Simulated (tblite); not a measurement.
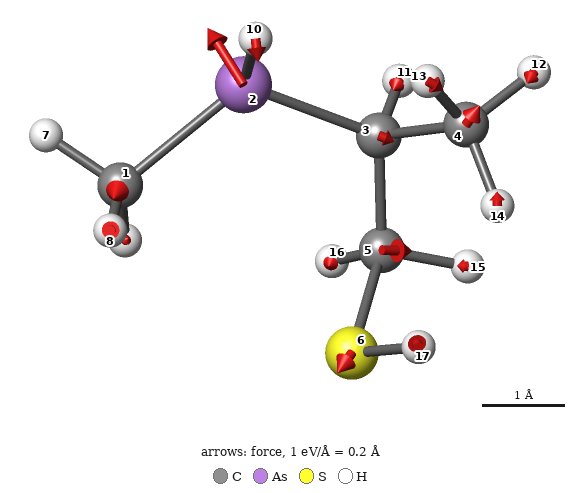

Starting geometry of C4H11AsS with the computed forces as red arrows. Style: ball-and-stick. Shown at a tilt.

Computed with GFN2-xTB geometry optimisation, gas phase (tblite 0.8.0). 

**What follows when this structure is relaxed?**

It isn't relaxed: the largest force vector, on the As atom, is 4.44 eV/Å. The final displacements have little in common with the starting forces (cosine between the two patterns 0.21). Over 134 geometry steps the energy falls by 182.8 kJ/mol. An H atom moves most after the best rigid fit: 1.55 Å. By element the largest moves are H 1.55 Å, As 0.49 Å, S 0.45 Å, C 0.33 Å. Near-neighbour distances that change, for instance: As–C 1.915 → 2.009 Å, As–H 1.572 → 1.503 Å, H–S 1.399 → 1.330 Å, C–H 1.132 → 1.088 Å. Among the angles between lasting bonds that change: C–As–H 111.8° → 94.8°, C–S–H 112.8° → 96.5°, C–As–C 115.9° → 99.8°. Groups turn about C–C by about 55°.
